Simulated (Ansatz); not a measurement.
A computed series for GaP: pressure series

Consider GaP in the zinc blende structure (space group F-43m, No. 216).

GaP is modelled in the cubic space group F-43m (No. 216), the zinc blende structure, Pearson symbol cF8. Cell: a = b = c = 5.5060 Å, α = β = γ = 90.00°. Ga on 4a is coordinated by 4 P at 2.384 Å (tetrahedral). P on 4d is surrounded by 4 Ga at 2.384 Å (tetrahedral). (Neighbours: up to the widest gap in distance over summed covalent radii, below 1.35, at either atom; cation-cation and far metal-metal contacts left out.)
(The calculation used a cell of 2 atoms; values per cell refer to that cell.)

Cell and atoms are relaxed at each pressure.

Calculations: Ansatz (a program for electronic structure), PBE, PAW, cutoff 420 eV, spin-orbit coupling left out.

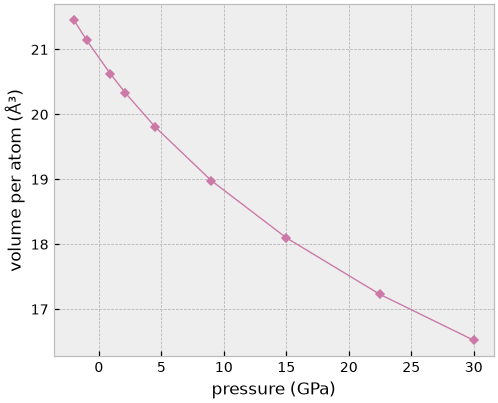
Figure. Volume against pressure

Problem. Estimate the zero-pressure bulk modulus from the plot.

Solution. About 77 GPa; a third-order Birch–Murnaghan fit to the points gives V₀ = 20.87 Å³/atom, B₀ = 77 GPa and B₀′ = 4.3.

Measured bulk modulus of GaP: 89.6 GPa (static lattice; corrected from measurement; as listed in Daniel Mejia-Rodriguez, S. B. Trickey, Phys. Rev. B (2018)); the computed value is 14 % below it.

Load acts through the strain it causes; cell and atoms are relaxed under it. Stability against distortions was not tested. Measured, GaP leaves this structure (for a Cmcm phase) near 26 GPa (temperature not stated; as listed in Datta, Sujoy, Jana, Debnarayan, arXiv (2020)).
